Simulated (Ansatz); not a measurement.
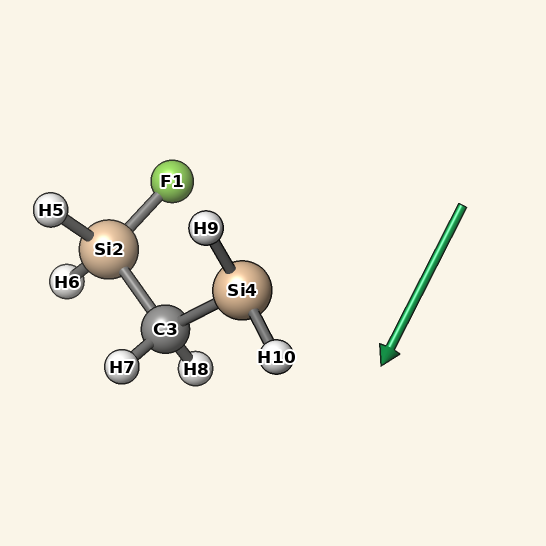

The arrow beside the molecule shows the direction of the dipole moment, from the negative to the positive end (its length means nothing). Charge 0, doublet. The geometry was computed by an optimisation with PBE-D4/def2-SVP. No frequency run is at hand to confirm it as a minimum. Properties computed with UKS PBE-D4/def2-SVP (Ansatz 0.2.0).

Q: How large is the dipole moment?

A: 1.90 D; it points from the side of F1 to the side of H7 (the outermost atoms at the two ends).
